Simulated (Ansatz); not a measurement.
**SnSe (SMILES [Se][Sn]): SVWN5/STO-3G**

Aim: the energy change on altering one bond length of SnSe at SVWN5/STO-3G, from 2 runs. 

The calculation is run with Ansatz 0.2.0.

57 further runs of the same task are left out: 19 that didn't finish, 38 set aside as unsound or not needed.

## 1. The system as given

SnSe has 2 atoms, charge 0, and is taken as a singlet. SMILES: `[Se][Sn]`. Geometry: relaxed at PBE0-D4/def2-TZVP.

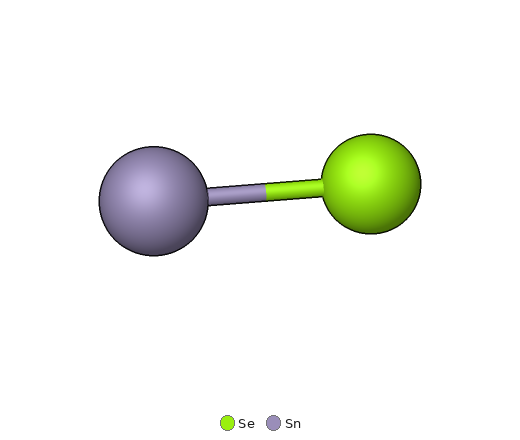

Viewed from a chosen angle; selenium green, tin purple.

## 2. A single-point energy at SVWN5/STO-3G

The input, input.yaml:

```yaml
basis:
  gaussian:
    orbitals: STO-3G
crystal:
  periodic: [false, false, false]
  atoms:
    - {symbol: Se, position_ang: [0.000000, -0.000000, 0.006530]}
    - {symbol: Sn, position_ang: [-0.000000, 0.000000, 2.331810]}
hamiltonian:
  xc: {name: SVWN5}
accuracy: high
```

Started as:

```
$ ansatz run input.yaml --threads 1 --pin off --max-ram 3480MiB --events-out events.jsonl --progress --plain --runs-dir runs
```

Log:

```text
Warning: RAYON_NUM_THREADS=1 ignored (pool sized by the plan → 1); use --threads N
Functional definition: SVWN5
  name "SVWN5"
  exchange = slater_x
  correlation = vwn5_c
711 factors; integrals over basis functions are off by at most 1.8e-8 eV
mean field evaluation 1: about -226691.3931 eV, gradient 2.1e1 eV
mean field evaluation 2: about -226639.0798 eV, gradient 8.4e1 eV
mean field evaluation 4: about -226694.2969 eV, gradient 5.5e0 eV
mean field evaluation 8: about -226694.4366 eV, gradient 6.2e-2 eV
mean field evaluation 16: about -226694.4366 eV, gradient 9.8e-7 eV
mean field -226694.43662557 eV, -8330.8668869817 hartree, gradient 2.7e-8 eV, S^2 0.000000; 0 other end points of the search recorded, 0 dependent functions left out
reference -226694.43662724 eV, -8330.8668870430 hartree; 42, 42 occupied and 3, 3 virtual orbitals, 711 factors
Total energy: -226694.43662724 eV, -8330.8668870430 hartree
```

Wall time 1.8 s (1 thread of Arm Neoverse V1, shared host); peak memory 0.099 GiB.

## 3. The distorted shape at the same level

The input, job.yaml:

```yaml
crystal:
  periodic: [false, false, false]
  atoms:
    - {symbol: Se, position_ang: [0.000000, -0.000000, -0.574790]}
    - {symbol: Sn, position_ang: [-0.000000, 0.000000, 2.331810]}
basis:
  gaussian:
    orbitals: STO-3G
hamiltonian:
  xc: {name: SVWN5}
accuracy: high
```

Started as:

```
$ ansatz run job.yaml --threads 1 --pin off --max-ram 3480MiB --events-out events.jsonl --progress --plain --runs-dir runs
```

Log:

```text
Warning: RAYON_NUM_THREADS=1 ignored (pool sized by the plan → 1); use --threads N
[... 4 set-up lines as earlier in the session ...]
687 factors; integrals over basis functions are off by at most 1.6e-8 eV
mean field evaluation 1: about -226683.1848 eV, gradient 2.7e1 eV
mean field evaluation 2: about -226589.4240 eV, gradient 5.8e1 eV
mean field evaluation 4: about -226677.0241 eV, gradient 3.0e1 eV
mean field evaluation 8: about -226691.7045 eV, gradient 8.5e-2 eV
mean field evaluation 16: about -226681.1898 eV, gradient 1.9e1 eV
mean field evaluation 32: about -226690.8706 eV, gradient 1.4e1 eV
mean field evaluation 64: about -226682.3488 eV, gradient 3.3e1 eV
mean field -226691.70459690 eV, -8330.7664867800 hartree, gradient 2.8e-9 eV, S^2 0.000000; 6 other end points of the search recorded, 0 dependent functions left out
reference -226691.70459867 eV, -8330.7664868449 hartree; 42, 42 occupied and 3, 3 virtual orbitals, 687 factors
Total energy: -226691.70459867 eV, -8330.7664868449 hartree
```

Wall time 3.3 s (1 thread of Arm Neoverse V1, shared host); peak memory 0.1 GiB.

## 4. What came out

Level: SVWN5/STO-3G.

| quantity | value |
| --- | --- |
| first shape: total energy | -8330.86689 Eh |
| distorted shape: total energy | -8330.76649 Eh |
| energy change with the Se1–Sn2 bond stretched from 2.325 to 2.907 Å | 2.732 eV |

What this shows: With the Se1–Sn2 bond stretched from 2.325 to 2.907 Å the energy rises by 2.73 eV (63 kcal/mol). The first shape isn't relaxed at this level, so the change isn't measured from a minimum. The minimal basis adds a large error of its own. Relativity is left out (first shape) although the molecule holds a heavy atom. Relativity is left out (distorted shape) although the molecule holds a heavy atom.
